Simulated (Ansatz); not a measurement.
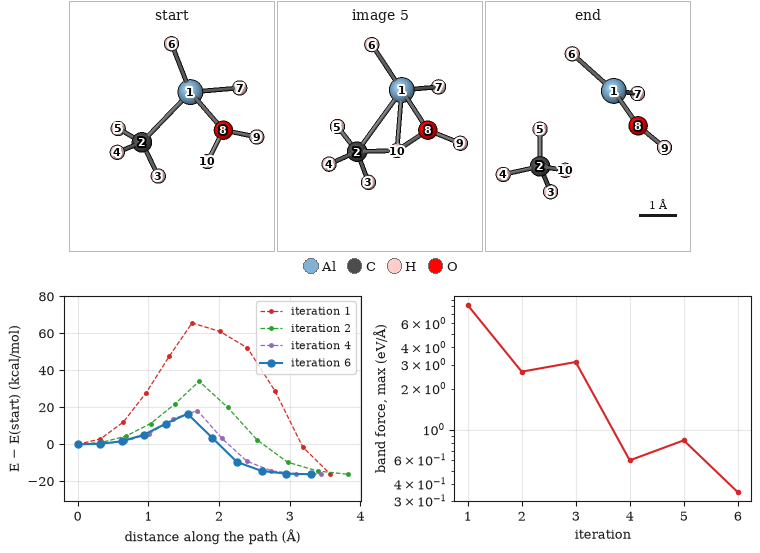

A search for the minimum-energy path of CH$_{7}$AlO by the nudged elastic band. Images are numbered from 0 (start) to 10 (end). The plot follows the band through its iterations. The picture is a ball-and-stick view, seen at a tilt.

Computed with RKS PBE0-D4/6-31G* (Ansatz). Settings: 9 movable images; climbing image; force threshold 0.05 eV/Å; iteration limit 6; starting path through a guess of the saddle point.

### Judge this run.

The result isn't final. The band hadn't converged when the run stopped after 6 iterations. The largest component of the band force went from 8.2 to 0.35 eV/Å. The barrier read from it is provisional: over the last two iterations the highest image moved from 18.3 kcal/mol to 16.5 kcal/mol. The iteration limit was low. The first iteration put the highest image at 65.7 kcal/mol. Forward barrier 16.5 kcal/mol, backward barrier 32.7 kcal/mol, with image 5 at the top; the reaction energy is −16.2 kcal/mol.

Cost: 99 s on 1 thread of Intel(R) Xeon(R) Platinum 8375C CPU @ 2.90GHz (Ice Lake), on a shared host, peak memory 0.14 GiB.
